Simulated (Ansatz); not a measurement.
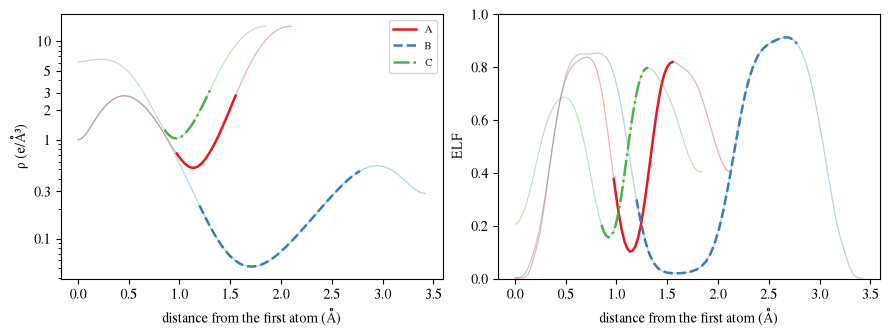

The picture shows: SrB₂MoF₆. Valence electron density and ELF along straight lines between neighbouring atoms. Thin, pale parts lie inside the atomic spheres.

Space group Fm-3m; built by placing these elements on a known structure type; computed pressure about 41 GPa in this cell; computed without spin polarisation.

Computed with DFT, PAW plane waves, r2SCAN (Ansatz 0.2.0).

In a PAW calculation such maps are meaningful between the atoms, not at the nuclei.

Which curve belongs to which contact (Mo–F, Sr–B and Sr–F)? The first atom named is at distance zero.

Curve A: Sr–F (2.11 Å): ρ at the midpoint is about 0.57 e/Å³; the ELF peaks at about 0.80 in the valence shell of F, 0.6 Å from its nucleus, and drops to about 0.10 between the two atoms: no localised pair shows between them. Curve B: Sr–B (3.42 Å): the density is about 0.05 e/Å³ at the midpoint; the ELF is about 0 at the midpoint; no localised pair shows between them. Curve C: Mo–F (1.84 Å): the density is about 1.1 e/Å³ at the midpoint; the ELF peaks at about 0.80 in the valence shell of F, 0.5 Å from its nucleus, and drops to about 0.15 between the two atoms; no shared electron pair shows on this line.
